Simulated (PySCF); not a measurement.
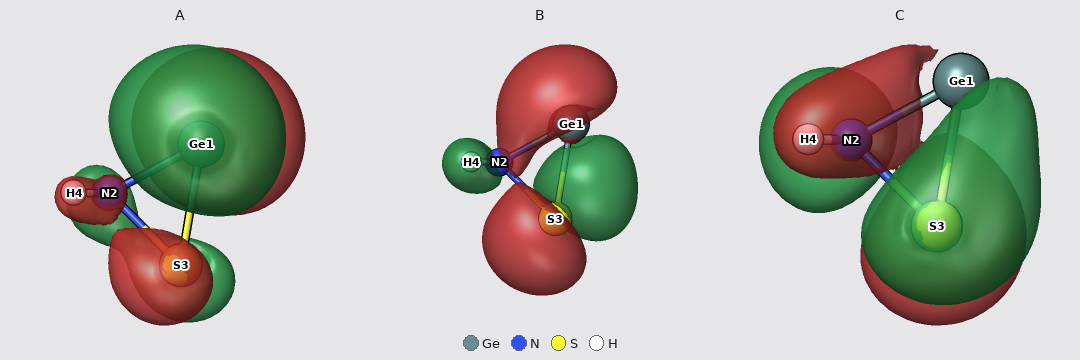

*GeHNS. Three frontier orbitals at ±0.08 Å⁻³ᐟ² (green and red are the two phases), in no order.*

Geometry: PBE0-D4/def2-SVP.

All numbers below come from Gaussian-basis quantum chemistry of an isolated molecule with PySCF, energy and nuclear gradient, functional PBE0 in PySCF 2.14.0.

```csv
atom,x (Å),y (Å),z (Å)
Ge,0.7797,1.0505,0.3597
N,-0.7746,-0.0234,0.3852
S,0.6492,-1.0985,-0.0482
H,-1.0910,-0.2651,1.3308
```

**Which picture is the HOMO−1, the HOMO and the LUMO?**

B is the HOMO−1 (−7.89 eV). It lies mainly on S3 (about 60 %), Ge1 (about 30 %) and N2 (about 10 %). C is the HOMO (−6.43 eV). Its weight (Hirshfeld) is mainly on S3 (about 55 %), N2 (about 30 %) and Ge1 (about 10 %); π-antibonding (π*) across S3–N2. A is the LUMO (−2.62 eV). It lies mainly on Ge1 (about 80 %) and S3 (about 15 %).

**What is the HOMO–LUMO gap?**

3.81 eV between the orbital energies.
